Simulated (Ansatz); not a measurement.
The calculation's input:

```
crystal:
  periodic: [false, false, false]
  atoms:
    - { symbol: B, position_ang: [-0.112579, -0.49882, -0.11503] }
    - { symbol: H, position_ang: [0.358277, 0.662032, 1.912921] }
    - { symbol: H, position_ang: [0.79766, 0.092462, -0.643775] }
    - { symbol: H, position_ang: [-1.20511, 0.019107, -0.137433] }
    - { symbol: Si, position_ang: [0.052007, -2.355178, 0.523376] }
    - { symbol: H, position_ang: [-0.299967, -3.230703, -0.646211] }
    - { symbol: H, position_ang: [1.427509, -2.732482, 0.975759] }
    - { symbol: H, position_ang: [-0.901512, -2.690693, 1.627833] }
    - { symbol: H, position_ang: [0.359416, -0.055525, 1.832361] }
basis:
  gaussian: { orbitals: def2-SVP }
hamiltonian:
  xc: r2scan
  dispersion: d4
relax:
  f_tol: 0.03
  max_steps: 50
output:
  orbitals: {}
```

Launched as:

```sh
ansatz run input.yaml --threads 1 --pin off --max-ram 2048MiB --backend cpu --events-out ev --progress --plain --runs-dir out
```

The fields are those of the run's last geometry, not of the input's.

Theory: RKS r2SCAN-D4/def2-SVP in Ansatz 0.2.0.

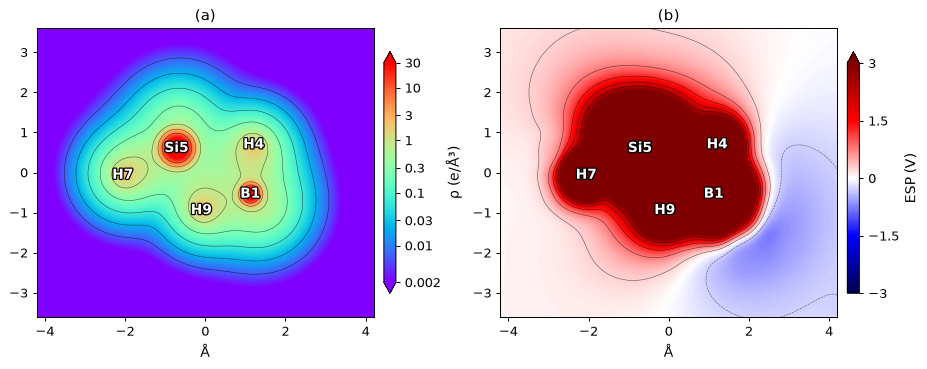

BH₇Si. (a) total electron density; (b) molecular electrostatic potential on the plane of atoms Si5, B1 and H9.

### What do the fields say about this system?

Atoms in the plane: B, H and Si. Si–B (2.17 Å): ρ is about 0.51 e/Å³ halfway. B–H (1.24 Å): the density is about 1 e/Å³ at the midpoint. Si–H (1.50 Å): ρ at the midpoint is about 0.75 e/Å³. Outside the dense part of the molecule the potential is most negative (−0.8 V) near H2, which lies off the plane.
